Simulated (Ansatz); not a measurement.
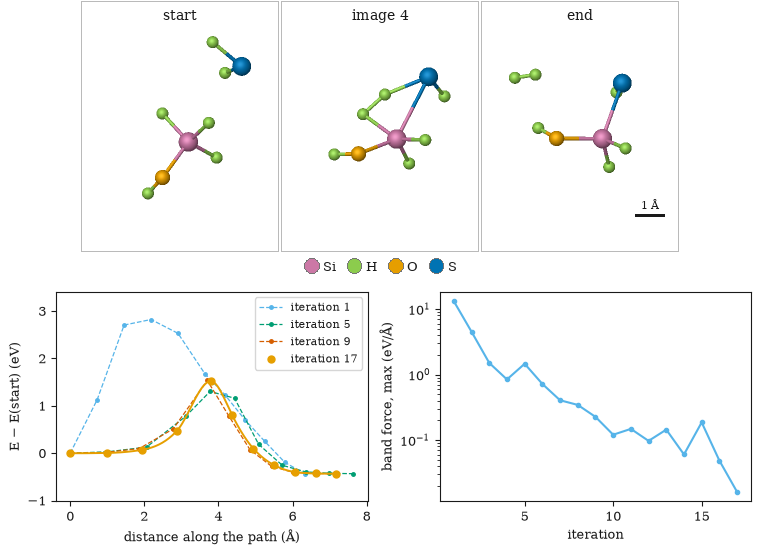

NEB run on SiH$_{6}$SO, made up of SiH$_{4}$O and H2S. Images are numbered from 0 (start) to 10 (end). The plot follows the band through its iterations. Style: ball-and-stick. Shown from a free direction.

These are results of RKS PBE-D4/def2-SVP in Ansatz, not measurements. Settings: 9 movable images; climbing image; force threshold 0.03 eV/Å; iteration limit 60; spring constant 0.1 eV/Å²; starting path through a guess of the saddle point.

How did the profile develop, and is the result final?

Answer. The run is converged, with reservations. The band converged in 17 iterations. The largest component of the band force went from 13 to 0.016 eV/Å. The climbing image converged on the top of the path. Its curvatures weren't checked. The spring constant is far from the usual few eV/Å², which spoils the spacing or the steps. The first iteration put the highest image at 2.82 eV. The highest point, image 4, lies 1.52 eV above the start and 1.95 eV above the end; the end is at −0.43 eV relative to the start.

Limits of the set-up: the start holds two separate molecules, 3.0 Å apart at their closest, whose relative position is a soft coordinate.

Cost: 2.6 min on 2 threads of Arm Neoverse V2 (shared host), peak memory 0.14 GiB.
